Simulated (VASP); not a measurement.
Input:

```xyz
2
Lattice="0.0000 2.9758 2.9758 2.9758 0.0000 2.9758 2.9758 2.9758 0.0000" Properties=species:S:1:pos:R:3 pbc="T T T"
In     0.0000     0.0000     0.0000
P      1.4879     1.4879     1.4879
```

The numbers are results of optB88-vdW, VASP's PBE PAW potentials (set 64) (plane waves; VASP), not measurements. Settings: 520 eV cut-off, 9×9×9 Γ-centred mesh, tetrahedra with Blöchl corrections, potentials In_d P.

Unless said otherwise, spin-orbit coupling is left out, though it shifts the bands of the heavy elements here.

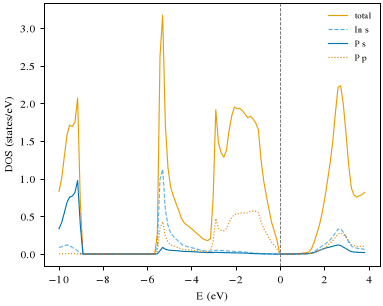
Figure: Total and projected density of states, zero at the valence-band maximum

Within 2 eV below the valence-band maximum the largest weight inside VASP's projection spheres is P p, then In p.

The gap is direct, 0.32 eV, from the valence maximum at Γ to the conduction minimum at Γ.

The compound is InP in the zinc blende structure. It was relaxed first.
